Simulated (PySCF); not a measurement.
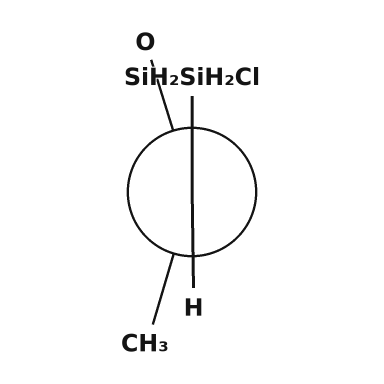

A Newman projection along the N–C bond, nitrogen in front; angles are drawn as computed, but eclipsed bonds slightly apart. Geometry: an image of a reaction path computed with GFN2-xTB, not a minimum.

Q: Which molecule is it?

A: C2H8ClNOSi2, CC(=O)N[SiH2][SiH2]Cl

Q: What is the torsion angle from the front SiH2SiH2Cl to the back O? The sign is positive where the front bond must turn clockwise to cover the back bond.

A: −1°, synperiplanar (eclipsed).
